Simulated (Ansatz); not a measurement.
CH₂ClSi₂ (SMILES [Si]=C[SiH]Cl) (doublet)

```
atom    x (Å)   y (Å)    z (Å)
   C   0.0653  1.4764  -0.9108
  Cl  -2.1579  0.9625   1.5595
  Si  -0.2367  1.4565   0.8844
  Si   1.2423  0.2276  -1.1966
   H   0.7691  0.5395   1.5253
   H  -0.5348  2.1161  -1.5662
```

Geometry: B3LYP-D3(BJ)/def2-SVP.

Computed with Ansatz 0.2.0, isolated molecule in a Gaussian basis; Kohn-Sham density functional theory, functional PBE0.

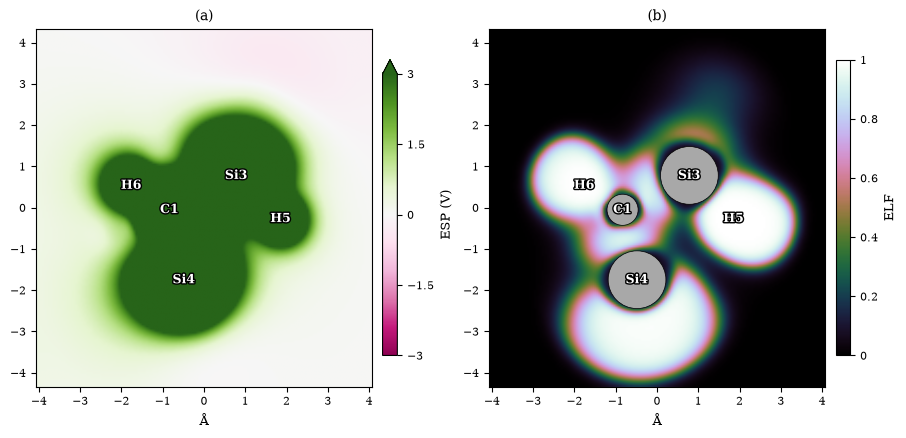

Figure 1. (a) electrostatic potential; (b) ELF on the plane of atoms Si3, C1 and H6. Grey discs cover the atomic cores in the ELF map.

Question: Describe what can be read from this map.

Answer:
- The plane passes through C, Si and H nuclei.
- C–Si (1.74 Å): the ELF peaks at about 0.90 between the atoms; localised, covalent bonding.
- C–H (1.09 Å): the ELF climbs to about 1 towards the hydrogen, as it does in any bond to H; a covalent bond by its length.
- C–Si (1.82 Å): the ELF peaks at about 0.90 between the atoms (a covalent bond).
- Si–H (1.50 Å): the ELF climbs to about 1 towards the hydrogen.
- The ELF also peaks beside Si4, away from the bonds: non-bonding electrons, paired or unpaired.
- Outside the dense part of the molecule the potential is most negative (−0.3 V) near Cl2, which lies off the plane.

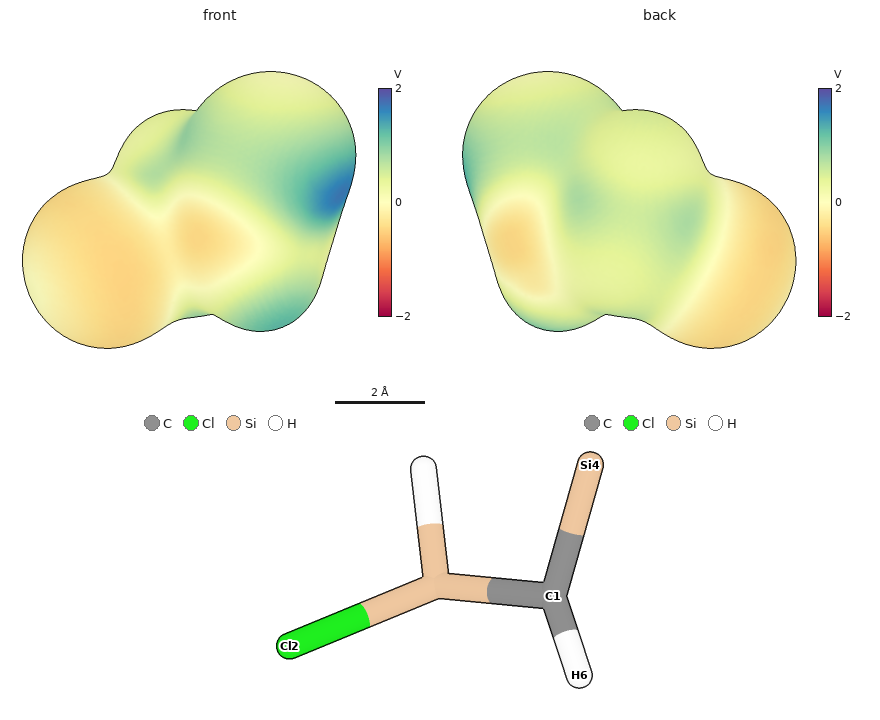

Figure 2. The molecular electrostatic potential painted on the density surface at 0.002 e/bohr³, seen from the front and from behind; red is negative and blue positive. The bare structure is drawn below in the same view.

Question: Describe the electrostatic potential map.

Answer: The most negative region (about −0.5 V) lies over C1 and Cl2, the most positive (about +1.6 V) over Si4.

Question: What dipole moment does the calculation give?

Answer: Its dipole moment is 1.75 D.

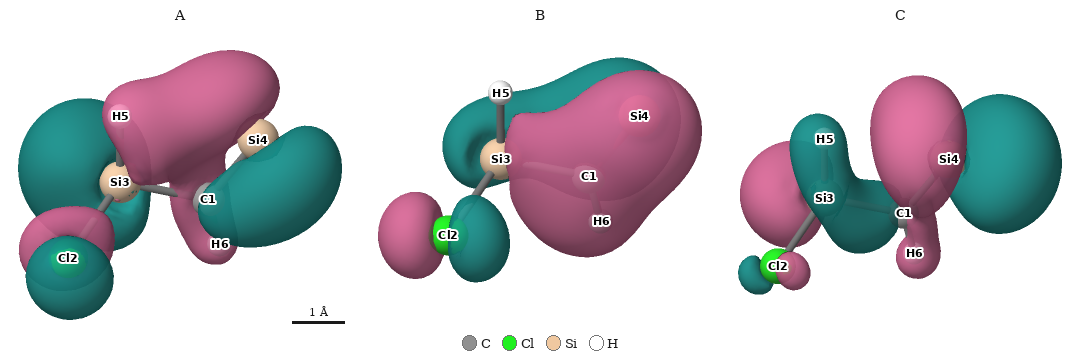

Figure 3. Three frontier orbitals at ±0.08 Å⁻³ᐟ² (teal and pink are the two phases), in no order.

Question: Order the three orbitals by energy and name them. All are α orbitals.

Answer: B is the HOMO−1 (α) (−7.62 eV). By Hirshfeld shares it lies mainly on C1 (about 40 %), Si4 (about 30 %), Si3 (about 15 %) and Cl2 (about 10 %). A is the HOMO (α) (−5.97 eV). Its weight (Hirshfeld) is mainly on Si3 (about 45 %), Si4 (about 30 %), Cl2 (about 10 %) and C1 (about 10 %). C is the LUMO (α) (−2.59 eV). By Hirshfeld shares it lies mainly on Si4 (about 65 %), Si3 (about 20 %) and C1 (about 10 %).

Question: What is the gap between the highest occupied and lowest empty α orbitals?

Answer: 3.38 eV between the orbital energies.

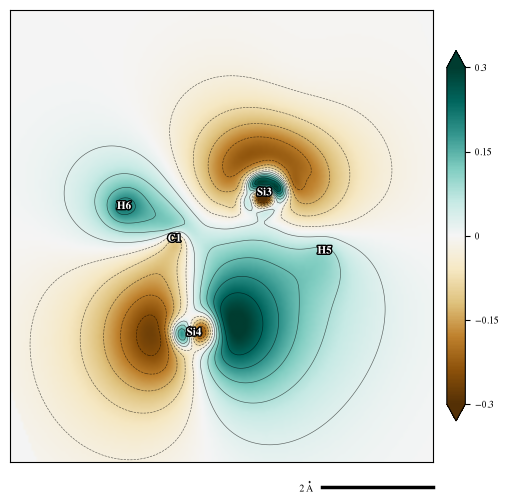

Figure 4. One frontier orbital on the plane of atoms Si3, C1 and H6 (values in Å⁻³ᐟ²; the overall sign is arbitrary).

Question: Which orbital is it: HOMO (β) or LUMO (β)?

Answer: The LUMO (β), at −3.20 eV. Its weight (Hirshfeld) is mainly on Si4 (about 45 %), Si3 (about 35 %), Cl2 (about 10 %) and C1 (about 5 %).
